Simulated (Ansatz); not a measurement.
## Profile along the Al–Al line in TiAl (CuAu type, space group P4/mmm)

TiAl (CuAu type, space group P4/mmm)

```yaml
crystal:
  lattice:
    - [2.79729, 0.00000, 0.00000]
    - [0.00000, 2.79729, 0.00000]
    - [0.00000, 0.00000, 4.03230]
  atoms:
    - { symbol: Al, position: [0.50000, 0.50000, 0.50000] }
    - { symbol: Ti, position: [0.00000, 0.00000, 0.00000] }
```

Fields along a shortest Al–Al line of a (0 -1 1) plane (2.80 Å), from Al to Al, interpolated on the slice's grid (step about 0.2 Å). The numbers are results of PBEsol (plane waves to 420 eV, PAW, scalar-relativistic; Ansatz, a first-principles code), not measurements. k mesh 17×17×12. Inside the PAW spheres the values are not all-electron values, and peaks at nuclei hang on which shells count as valence. TiAl is run without spin polarisation. TiAl was relaxed with its symmetry unable to fall.

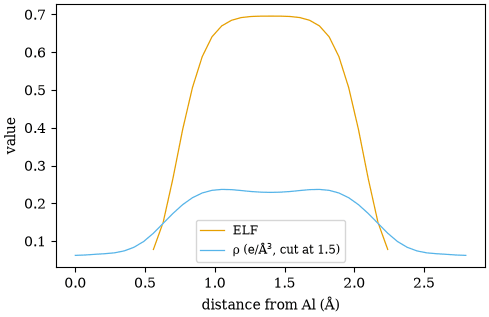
ELF (away from the nuclei) and valence density from Al to Al.

Density on the Al–Al line (2.80 Å) at its midpoint: 0.23 e/Å³. ELF at that point: 0.70. ELF maximum in the middle third of the Al–Al line: 0.70, 1.4 Å from Al.
